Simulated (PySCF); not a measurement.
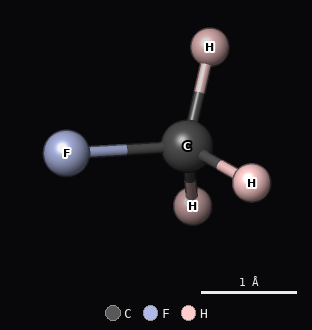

This is the input geometry for a relaxation of CH$_{3}$F. The picture is a ball-and-stick view, seen at a tilt.

The start comes from GFN2-xTB. Its atoms were then displaced at random by about 0.01 Å.

Level of theory: PBE0-D3(BJ)/def2-SVP geometry optimisation, gas phase in PySCF 2.14.0, density-fitted response routines.

```xyz
5

C    -0.0470   -0.0189    0.0094
F     1.2758   -0.1143   -0.1651
H    -0.3196   -0.2238    1.0375
H    -0.3186    1.0326   -0.2441
H    -0.5571   -0.7095   -0.6757
```

> Predict the outcome.

The largest move after the best rigid fit is that of F2, 0.039 Å. By element the largest moves are F 0.039 Å, H 0.032 Å, C 0.022 Å. Among the contacts that change: C1–F2 1.338 → 1.363 Å, C1–H3 1.083 → 1.103 Å, C1–H4 1.115 → 1.103 Å, C1–H5 1.098 → 1.103 Å. Among the angles between lasting bonds that change: F2–C1–H4 106.2° → 110.2°. Over 4 geometry steps the energy falls by 4.45 kJ/mol.

Final geometry:

```xyz
5

C    -0.0383   -0.0022   -0.0023
F     1.3092   -0.1342   -0.1586
H    -0.3214   -0.2250    1.0397
H    -0.3497    1.0279   -0.2439
H    -0.5662   -0.7005   -0.6729
```
